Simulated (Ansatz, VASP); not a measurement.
# Cross-check of SrO between VASP and Ansatz, part 2 of 2

Aim: how closely do two programs agree when they are given the same cell, functional and k mesh?  Valence electrons are named where the data sets of a main pair hold unlike numbers.

VASP 6.6.1 and Ansatz 0.2.0.

So far: The starting structure; Ansatz: band structure, r2SCAN0; VASP: band structure, r2SCAN0.

The database entry behind the starting cell differs from later determinations by our own check (about 0.5 % short), so it need not match the best structure at ambient conditions.

## Step 3: VASP: band structure, r2SCAN0 (continued)

Level of this step: r2SCAN0; plane waves and PAW (Sr_sv, O) (VASP).

Numbers of over 12 decimals in the logs are rounded to 6 here.

From OUTCAR (step 3):

```text
ion  position               nearest neighbor table
   1  0.500  0.500  0.500-   2 2.57   2 2.57   2 2.57   2 2.57   2 2.57   2 2.57
   2  0.000  0.000  0.000-   1 2.57   1 2.57   1 2.57   1 2.57   1 2.57   1 2.57

  LATTYP: Found a face centered cubic cell.
 ALAT       =     5.1326000000

 Subroutine GETGRP returns: Found 48 space group operations
 (whereof 48 operations were pure point group operations)

The static configuration has the point symmetry O_h .

 Found     10 irreducible k-points:

   k-points           NKPTS =     10   k-points in BZ     NKDIM =    125   number of bands    NBANDS=     14

   dimension x,y,z NGX =    28 NGY =   28 NGZ =   28
   dimension x,y,z NGXF=    56 NGYF=   56 NGZF=   56

   ENCUT  =  520.0 eV  38.22 Ry    6.18 a.u.   6.75  6.75  6.75*2*pi/ulx,y,z

   NELECT =      16.0000    total number of electrons

 k-points in reciprocal lattice and weights: Automatic mesh
   0.00000000  0.00000000  0.00000000       0.008
   0.20000000  0.00000000  0.00000000       0.064
   0.40000000  0.00000000  0.00000000       0.064
   0.20000000  0.20000000  0.00000000       0.048
   0.40000000  0.20000000  0.00000000       0.192
  -0.40000000  0.20000000  0.00000000       0.192
  -0.20000000  0.20000000  0.00000000       0.096
   0.40000000  0.40000000  0.00000000       0.048
  -0.40000000  0.40000000  0.00000000       0.096
  -0.40000000  0.40000000  0.20000000       0.192

  exchange ACFDT corr.  =         0.00000000  see jH, gK, PRB 81, 115126

 average (electrostatic) potential at core
       1 -34.8857       2 -66.4330

 E-fermi :   0.1909

 k-point     1 :       0.0000    0.0000    0.0000
  band No.  band energies     occupation
    ...
      4     -14.9398      2.00000
      5     -14.9398      2.00000
      6       0.0011      2.00000
      7       0.0011      2.00000
      8       0.0012      2.00000
      9       6.6561      0.00000
     10       9.0389      0.00000
     11       9.0389      0.00000
     12       9.0389      0.00000
     13      11.4311      0.00000
    ...

 k-point     2 :       0.2000    0.0000    0.0000
  band No.  band energies     occupation
    ...
      4     -14.9672      2.00000
      5     -14.5385      2.00000
      6      -0.9557      2.00000
      7      -0.4704      2.00000
      8      -0.4704      2.00000
      9       8.2711      0.00000
     10       8.7583      0.00000
     11       9.8589      0.00000
     12       9.8589      0.00000
     13      12.4984      0.00000
    ...

 k-point     3 :       0.4000    0.0000    0.0000
  band No.  band energies     occupation
    ...
      4     -15.0095      2.00000
      5     -14.0919      2.00000
      6      -2.1110      2.00000
      7      -1.1212      2.00000
      8      -1.1212      2.00000
      9       9.2097      0.00000
     10      10.7568      0.00000
     11      11.5902      0.00000
     12      11.5902      0.00000
     13      14.6813      0.00000
    ...

  energy-cutoff  :      520.00
  volume of cell :       33.80
      direct lattice vectors                 reciprocal lattice vectors
     0.000000000  2.566300000  2.566300000    -0.194833028  0.194833028  0.194833028
     2.566300000  0.000000000  2.566300000     0.194833028 -0.194833028  0.194833028
     2.566300000  2.566300000  0.000000000     0.194833028  0.194833028 -0.194833028

 POSITION                                       TOTAL-FORCE (eV/Angst)
 -----------------------------------------------------------------------------------
      2.56630      2.56630      2.56630        -0.000000      0.000000     -0.000000
      0.00000      0.00000      0.00000         0.000000     -0.000000      0.000000
 -----------------------------------------------------------------------------------
    total drift:                               -0.000000     -0.000000     -0.000000

  FREE ENERGIE OF THE ION-ELECTRON SYSTEM (eV)
  ---------------------------------------------------
  free  energy   TOTEN  =       -26.1392685499 eV

  energy  without entropy=      -26.1392685499  energy(sigma->0) =      -26.13926855

 total charge
# of ion       s       p       d       tot
------------------------------------------
    1        2.013   5.925   0.219   8.157
    2        1.557   3.474   0.000   5.031
--------------------------------------------------
tot          3.570   9.399   0.219  13.189

[... 3 further parts left out ...]
```

The k-mesh is coarse for unscreened exact exchange, which converges slowly with it.

## Step 4: Comparison

Known differences besides the potentials themselves: exact exchange at q = 0 is treated differently, which shows on coarse meshes; VASP keeps PBE cores, Ansatz makes them for the functional; the cutoff is 500 eV in Ansatz and 520 eV in VASP; VASP takes a coarser grid for exact exchange (PRECFOCK = Fast). Total energies have different zeros and are not compared.

Both answers:

```
                     quantity  Ansatz   VASP  difference
gap over the path points (eV)   5.848  5.792      +0.056
```

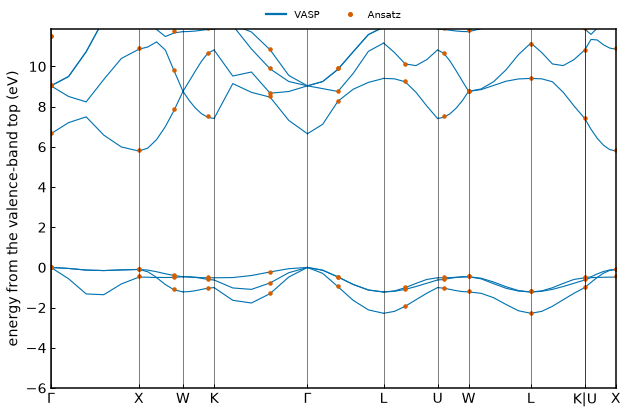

Bands from VASP (lines) and levels from Ansatz (dots). Dots without a line are higher empty bands that the VASP plot leaves out.

Levels at points of the path, from each program's valence-band top (eV; 3 filled, then empty):

```
k (reciprocal lattice)                              Ansatz                                VASP
     0.000 0.000 0.000       0.00 0.00 0.00 6.67 9.10 9.10       0.00 0.00 0.00 6.66 9.04 9.04
     0.500 0.000 0.500  -0.44 -0.08 -0.08 5.85 10.92 13.37  -0.48 -0.10 -0.10 5.79 10.86 13.40
     0.500 0.200 0.700   -1.10 -0.46 -0.37 7.87 9.80 11.74   -1.12 -0.49 -0.40 7.83 9.77 11.67
     0.400 0.350 0.750  -1.01 -0.57 -0.47 7.51 10.69 11.91  -1.03 -0.60 -0.51 7.47 10.66 11.84
     0.150 0.150 0.300    -1.29 -0.75 -0.21 8.51 8.69 9.94    -1.30 -0.77 -0.22 8.47 8.67 9.88
     0.200 0.200 0.200    -0.94 -0.46 -0.46 8.28 8.80 9.92    -0.96 -0.47 -0.47 8.27 8.76 9.86
     0.550 0.400 0.550  -1.90 -1.06 -0.98 9.28 10.15 12.25  -1.93 -1.09 -1.01 9.24 10.13 12.19
     0.600 0.250 0.650  -1.01 -0.57 -0.47 7.51 10.69 11.91  -1.03 -0.60 -0.51 7.47 10.66 11.84
     0.500 0.250 0.750   -1.20 -0.43 -0.43 8.80 8.80 11.81   -1.22 -0.46 -0.46 8.76 8.76 11.73
     0.500 0.500 0.500  -2.25 -1.19 -1.19 9.45 11.14 12.04  -2.28 -1.22 -1.22 9.41 11.17 11.96
```

Among the levels compared at these points, filled levels agree within 39 meV and empty ones within 72 meV.

## Step 5: Outcome

| Item | Value |
| --- | --- |
| largest difference of a filled level at the path points (band structure, r2SCAN0) | 39 meV |
| difference in gap over the path points (band structure, r2SCAN0) | 0.056 eV |

The difference in gap over the path points is 0.056 eV (band structure, r2SCAN0), within the 0.08 eV picked in this series as the mark of a large difference. Such differences can come from data sets, numerical settings and the points named under the comparisons, not from the functional's error against experiment.

[Lines on the potential files, build, host, timing and source positions are cut from VASP's logs without a mark.]

[Logs are printed without paths, hosts, clocks, repeated set-up lines and the standing remarks that a program may print on its own settings, such as how far it seeks lower states.]

[Hosts, paths, dates, database ids (printed as entryN), source tags and the programs' standing remarks are cut or masked in the printed files.]
